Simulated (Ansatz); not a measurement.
```
atom    x (Å)    y (Å)    z (Å)
   C  -1.4784   1.7362   0.7662
   C   1.6729   1.5151  -0.8546
   O  -0.5025   2.2665   1.2530
   O   0.6576   1.2178  -1.4473
  Si  -1.5173  -0.1622   0.3602
  Si   0.5326  -0.9867   1.1597
  Si   2.1702   0.6633   0.8180
   H  -2.3970   2.3565   0.5666
   H  -1.7871  -0.3860  -1.0860
   H  -2.6796  -0.7157   1.1268
   H   0.9198  -2.2310   0.4305
   H   0.4065  -1.3101   2.6121
   H   2.3094   1.6733   1.9019
   H   3.5240   0.0667   0.5806
   H   2.3599   2.2894  -1.2985
```

Geometry: B3LYP-D3(BJ)/def2-SVP.

Level of theory: isolated molecule in a Gaussian basis; Kohn-Sham density functional theory, functional PBE0 in Ansatz.

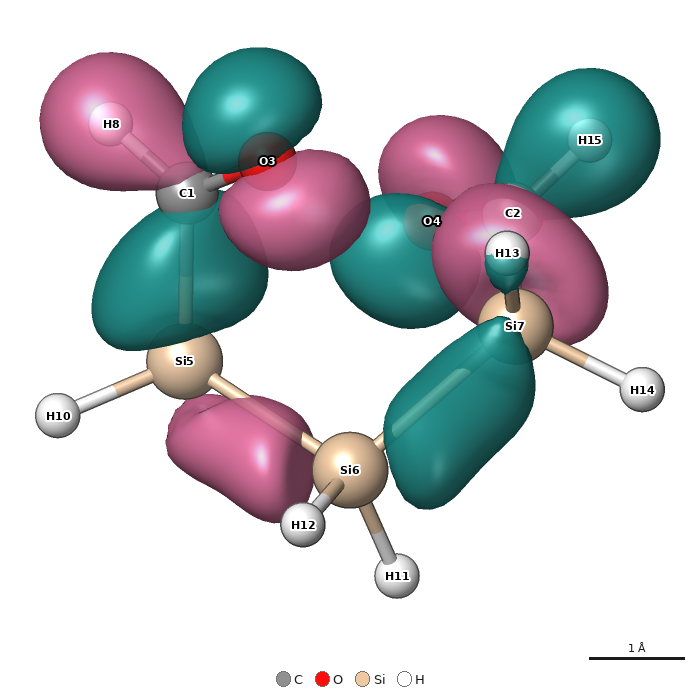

C₂H₈O₂Si₃ (SMILES O=C[SiH2][SiH2][SiH2]C=O). The HOMO−1 at ±0.1 Å⁻³ᐟ² (teal and pink are the two phases), seen at a tilt.

> Describe this orbital and give its energy.

Its weight (Hirshfeld) is mainly on O3 (about 20 %), O4 (about 20 %), Si5 (about 10 %), Si7 (about 10 %), C1 (about 10 %) and C2 (about 10 %). Its energy is −7.30 eV.
